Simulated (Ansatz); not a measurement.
# How Ta(110) screens a field, part 2 of 2

Where does the screening charge of Ta(110) sit?

Ansatz 0.2.0; plane-wave DFT, PBE, Ansatz PAW.

So far. Step 8 (Single point, field -0.2 V/Å): The dipole is -0.137 e·Å. Step 9 (Atoms held, field 0.4 V/Å): The dipole is 0.274 e·Å.

## (10) The response

This step: plane-wave DFT, PBE, Ansatz PAW; screening of a field by a metal slab (Ansatz 0.2.0).

The dipoles give the slope, and the difference of two potentials shows where the field is screened.

This step gave:

```yaml
equivalent_conductor_thickness_p_eps_0ae: 16.01 Å
distance_between_the_outer_atoms: 11.70 Å
inner_field_over_outer_field: 5.49e-4
image_plane_upper_face: 2.164 Å
induced_electrons_on_the_upper_face_over_eps_0e: -0.9983
image_plane_lower_face: 2.164 Å
induced_electrons_on_the_lower_face_over_eps_0e: 0.9984
```

Dipole of the cell against applied field:

| applied field (V/Å) | dipole of the cell (e·Å) |
| --- | --- |
| -0.200 | -0.137 |
| -0.100 | -0.0686 |
| -0.050 | -0.0343 |
| 0.000 | 0 |
| 0.050 | 0.0343 |
| 0.100 | 0.0686 |
| 0.200 | 0.137 |
| 0.400 | 0.274 |

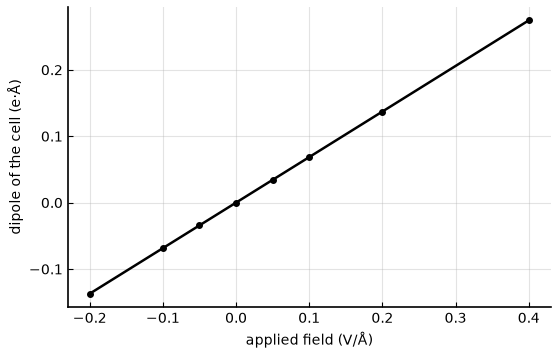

Dipole of the cell, plotted against applied field.

Local field over the applied field, running mean. From the potentials at -0.05 and 0.05 V/Å; running mean over 2.341 Å. Local field over applied field against z:

| z (Å) | local field over applied field |
| --- | --- |
| 6 | 0.834 |
| 8 | 0.108 |
| 10 | -0.00289 |
| 12 | 0.00261 |
| 14 | 0.00128 |
| 16 | 0.00220 |
| 18 | 0.00203 |
| 20 | -0.00847 |
| 22 | 0.197 |
| 24 | 0.893 |

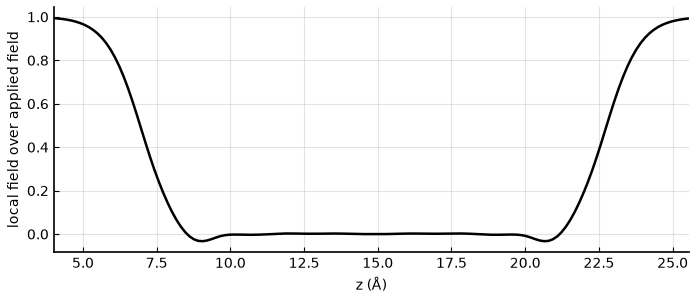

Local field over applied field against z.

Electrons, planar mean, per unit field. The induced electron density by z:

| z (Å) | induced electron density (e/Å³ per V/Å) |
| --- | --- |
| 6 | 9.4e-4 |
| 8 | 0.00191 |
| 10 | -7.9e-5 |
| 12 | -1.1e-5 |
| 14 | -2.1e-5 |
| 16 | 1.3e-5 |
| 18 | -6.8e-5 |
| 20 | -2.4e-4 |
| 22 | -0.00344 |
| 24 | -5.9e-4 |

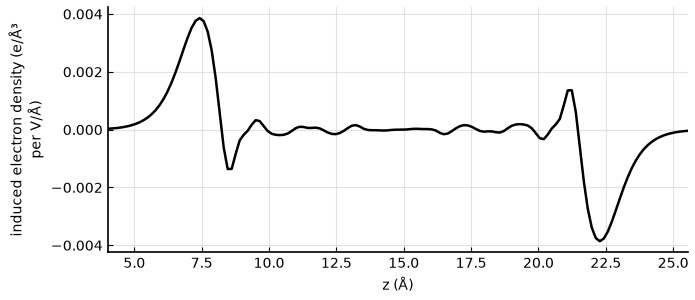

Induced electron density, plotted against z.

By hand: between -0.05 and 0.05 V/Å the dipole changes by 0.06856 e·Å, a slope of 0.6856 e·Å²/V. A perfect conductor of thickness t has p = ε₀AEt, so t = 180.95 × 0.6856 / 7.747 = 16.01 Å (e/ε₀ = 180.95 V·Å, A in Å²). Less the 11.70 Å between the outer atoms, and halved, that puts each image plane 2.16 Å out.

The induced dipole is that of a conductor 16.01 Å thick.

## (11) A changed input

This step: plane-wave DFT, PBE, Ansatz PAW (Ansatz 0.2.0).

An input spoilt on purpose, to show how the run answers: it repeats the earlier run at 0.05 V/Å with basis.ecutrho_ratio to 1, and scf.max_iter set to 60.

input.yaml reads:

```yaml
crystal:
  lattice:
    - [2.3405234457, -1.655, 0.0]
    - [2.3405234457, 1.655, 0.0]
    - [0.0, 0.0, 29.7026172286]
  atoms:
    - { symbol: Ta, position: [0.0, 0.0, 0.3030036017] }
    - { symbol: Ta, position: [0.5, 0.5, 0.381802161] }
    - { symbol: Ta, position: [0.0, 0.0, 0.4606007203] }
    - { symbol: Ta, position: [0.5, 0.5, 0.5393992797] }
    - { symbol: Ta, position: [0.0, 0.0, 0.618197839] }
    - { symbol: Ta, position: [0.5, 0.5, 0.6969963983] }
kpoints:
  mp_grid: { grid: [18, 18, 1] }
hamiltonian:
  xc: pbe
scf:
  occupations: { method: fermi_dirac, width: 0.1 }
  convergence: { dr2_threshold: 1.0e-10 }
  max_iter: 60
efield:
  axis: 3
  dipole_correction: true
  ramp_position: 0.97
  ramp_width: 0.06
  amplitude: 0.05
output:
  forces: true
  write_potential: true
  write_density: true
  volumetric_format: npy
basis:
  ecutrho_ratio: 1
```

Launch:

```bash
> ansatz run input.yaml --threads 2 --pin off --max-ram 3072MiB --backend cpu --events-out ev --progress --plain --runs-dir out
```

Numbers of over 12 decimals in the logs are rounded to 6 here.

Output:

```text
Warning: basis.ecutrho_ratio = 1 (ecutrho = 420 eV) is below the records' recommended 1680 eV
settings of this run that can trade accuracy for cost: basis.ecutrho_ratio < 4. Do not mix this run's numbers with those of runs without the same settings; the input reference describes each key
[...]
Crystal: 6 atoms, lattice volume = 230.110 Å³
Basis set: ecut = 420 eV, 4525 PW (Γ), exchange–correlation on 32×32×300 points (8 copies of the dense FFT grid, shifted against one another)
Bands: 47, of which v1, the nominal top of the filled ones, is band 39 counted from 1 (38 counted from 0)
Symmetry: 4 space group operations
k-points: 91 of 324
[...]
SCF iter   1: F=—  HF=-59595.426308 eV  |F-HF|=—  |Δ(HF+E_count)|=         —  Δρ=4.55e-2  dr2=1.10e2  ethr=3.10e-3  p=0.033 e·Å  D=2.56e-2 V/Å  ΔV_dip=-0.76 eV  dr2_dipole=4.19e-4  V_vac-E_F(+/−)=7.91/7.31 eV  ⟨swp⟩=8.6  Hψ=20436  notcnv=0  defer=4
[...]
SCF iter  14: F=-59591.892676 eV  HF=-59591.892676 eV  |F-HF|=5.82e-11  |Δ(HF+E_count)|=  1.24e-10  Δρ=9.71e-8  dr2=2.40e-11  ethr=1.00e-12  p=0.034 e·Å  D=2.71e-2 V/Å  ΔV_dip=-0.80 eV  dr2_dipole=1.16e-12  V_vac-E_F(+/−)=5.08/4.53 eV  ⟨swp⟩=19.4  Hψ=30437  notcnv=0
WARN: efield: at this solve's end the planar-averaged density reaches 7.84e-4 e/Å³ inside the ramp window [0.9363, 0.0637] (bound 1e-5 e/Å³), and -7.55e-4 e/Å³ on another of its planes; the window's nearer edge stands 7.11 Å from this solve's nearest atom along the axis. Its free energy, forces, stress, dipole, levels and responses can be off, and this figure does not tell by how much. The cell may have no vacuum along `efield.axis`. A short vacuum, a low `basis.ecutwfc` or `basis.ecutrho_ratio` and negative occupations (`scf.occupations.method`) can put density there. See the manual's quickstart, § The vacuum guard
SCF 1 converged in 14 iterations: F = -59591.892676 eV  dr2 = 2.40e-11
[...]
SCF converged after 14 iterations
Free energy (F): -59591.892676 eV
[...]
Internal energy: -59591.622123 eV  (E = F + TS)
E sigma→0 (E₀):  -59591.757400 eV
Entropy (-TS):   -0.270553 eV (-45.092 meV/atom)
Fermi energy:    6.377516 eV
Dipole field:    D = 0.027098 V/Å  (p = 0.034459 e·Å, saw-weighted, corrected)
Work function:   not extracted (applied field tilts the vacuum); planar V_es + V_field profile in the machine report
[...]
Vacuum region:   at the solve's end the planar-averaged density reaches 7.84e-4 e/Å³ inside the ramp window [0.9363, 0.0637] (bound 1e-5 e/Å³), and -7.55e-4 e/Å³ on another of its planes
[...]
--- Forces (eV/Å), atoms counted from 1 ---
  atom   1  Ta    -0.00000000    -0.00000000     0.96743661
  atom   2  Ta     0.00000000     0.00000000    -0.01840458
  atom   3  Ta    -0.00000000    -0.00000000     0.22521565
  atom   4  Ta     0.00000000     0.00000000    -0.22631358
  atom   5  Ta    -0.00000000     0.00000000     0.02072942
  atom   6  Ta     0.00000000     0.00000000    -0.96801483
  max |Σ_I F_I| component: 6.49e-4 eV/Å
--- Band table (eV; the first three rows and the last of 91) ---
  k-point 0: bands = [... 35 lower, 6.0540, 6.4346, 6.4832, 6.7129, 6.9246, 6.9308, 7.0217, 7.3106, ... 4 higher]
  k-point 1: bands = [... 35 lower, 6.0420, 6.3414, 6.4828, 6.6585, 6.8165, 6.9072, 7.0473, 7.3333, ... 4 higher]
  k-point 2: bands = [... 35 lower, 6.0252, 6.1278, 6.3935, 6.5448, 6.6100, 6.7508, 7.0411, 7.2383, ... 4 higher]
  k-point 90: bands = [... 35 lower, 5.7267, 6.5809, 6.8513, 8.0969, 8.2432, 8.3625, 8.5011, 8.6084, ... 4 higher]
[...]
```

Wall time 95 s (2 threads of Arm Neoverse V2, shared host); peak memory 0.81 GiB; 3.1 min of CPU time.

| quantity | this run | earlier run | difference |
| --- | --- | --- | --- |
| dipole along the normal (e·Å) | 0.03446 | 0.03428 | 1.8e-4 |

It moves by +0.000178 e·Å.

With this change the program also warns of density in the ramp of the sawtooth; these numbers are not the system's.

## (12) A changed input

An input spoilt on purpose, to show how the run answers: it repeats the earlier run at 0.05 V/Å with efield.amplitude from 0.05 to 0 and efield.dipole_correction from true to false, and scf.max_iter set to 50.

Edit input.yaml of step 11 so:

```diff
@@ -19,9 +19,9 @@
   convergence: { dr2_threshold: 1.0e-10 }
-  max_iter: 60
+  max_iter: 50
 efield:
   axis: 3
-  dipole_correction: true
+  dipole_correction: false
   ramp_position: 0.97
   ramp_width: 0.06
-  amplitude: 0.05
+  amplitude: 0
 output:
@@ -31,3 +31 @@
   volumetric_format: npy
-basis:
-  ecutrho_ratio: 1
```

Output:

```text
Error: invalid value for `efield.amplitude`: is zero with dipole_correction: false — the section would apply nothing; set a non-zero amplitude, enable dipole_correction, or remove the block
```

Run time: 0.02 s. Hardware: 2 threads; peak memory 0.03 GiB.

The program refused the input before any cycle.

The program's message: “Error: invalid value for `efield.amplitude`: is zero with dipole_correction: false — the section would apply nothing; set a non-zero amplitude, enable dipole_correction, or remove the block”

The fault put into the input: a field block that applies nothing.

## (13) Results

```json
{"work function": "4.78 eV", "image plane, upper face": "2.16 Å", "induced electrons on the upper face over ε₀E": "-0.998", "equivalent conductor thickness p/(ε₀AE)": "16.0 Å", "inner field over outer field": "5.5e-4"}
```

In words: The induced charge has its centre 2.16 Å outside the outermost atoms; this is the plane from which a capacitor's gap or an image potential counts. The equivalent conductor thickness exceeds the distance between the outer atoms by 4.31 Å, about the sum of the two image-plane distances. In the middle of the slab the field is screened to under 0.5 % of its outer value. The atoms are held at bulk positions with the tabulated experimental lattice constant.

[Logs are printed without paths, hosts, clocks, repeated set-up lines and the standing remarks that a program may print on its own settings, such as how far it seeks lower states.]

[Hosts, paths, dates, database ids (printed as entryN), source tags and the programs' standing remarks are cut or masked in the printed files.]

[Maps of the electrostatic potential energy from Ansatz leave out the sawtooth potential of an applied field or a dipole correction, so their vacuum need not be flat; planar profiles and work functions include it.]
